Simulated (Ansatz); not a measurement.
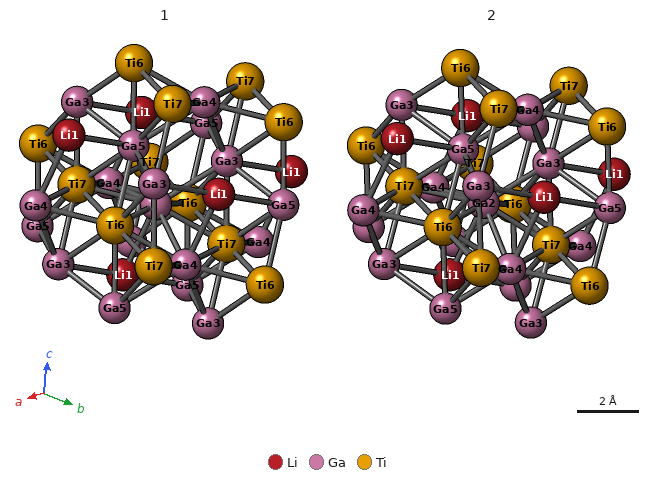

Two geometries of solid LiTi$_{2}$Ga$_{4}$ (a generated structure, set up in I4/mmm), drawn at one scale. One is the start of a relaxation, the other its converged end. The picture is a ball-and-stick view of the atoms within 5.0 Å of the atom that moves most (axes of the cell of the calculation), seen slightly off an axis.

All numbers below come from Ansatz, DFT, PAW plane waves, PBE. Settings: plane-wave cutoff 420 eV; k-point mesh 4 × 4 × 4; occupations fermi dirac; smearing width 0.1 eV; no spin polarisation; cell and atoms relaxed; at most 40 steps.

### Which one is relaxed?

Structure 1 is the relaxed one. The largest moves relative to the cell, 0.12 Å, are those of Ga2, Ga3, Ga4 and Ga5. Ga2 goes along [−1 −1 −2]. Ti and Li stay in place. The volume changes by +5.6 %, with a = b = c 5.329 → 5.438 Å (+2.0 %), α 104.5° → 104.0°, β 104.5° → 104.0°, γ 120.0° → 121.1°. Near-neighbour distances that change, for instance: Ga2–Ga3 2.571 → 2.814 Å, Ga2–Ga4 2.840 → 2.780 Å, Li1–Ga2 2.796 → 2.745 Å, Ga2–Ti6 2.709 → 2.745 Å. The space group stays I4/mmm (No. 139). Over 4 accepted moves (5 points after the start) the energy falls by 32.2 meV per atom. Largest force component: 0.47 eV/Å at the start, 0.0018 eV/Å at the end. The pressure goes from 4.74 to −0.01 GPa. The SCF was repeated once at an unchanged geometry on a basis and grid sized afresh for the cell, which shifted the energy by 0.2 meV per atom at most.
